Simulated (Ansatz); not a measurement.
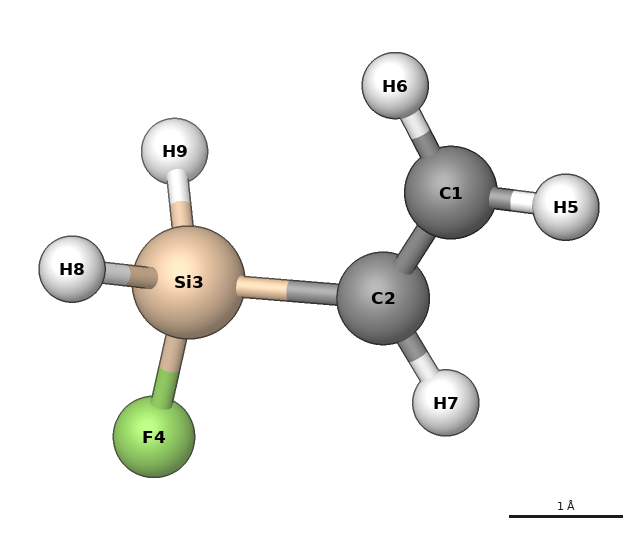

Numbered structure. The geometry was computed by an optimisation with PBE-D4/def2-SVP. No frequency run is at hand to confirm it as a minimum.

Give these bond angles: C2–C1–H5, C2–C1–H6, C1–C2–Si3, C1–C2–H7, Si3–C2–H7, C2–Si3–F4, C2–Si3–H8, F4–Si3–H8.

```tsv
angle	degrees
C2–C1–H5	122.1
C2–C1–H6	122.3
C1–C2–Si3	124.8
C1–C2–H7	118.4
Si3–C2–H7	116.8
C2–Si3–F4	107.7
C2–Si3–H8	111.8
F4–Si3–H8	108.0
```
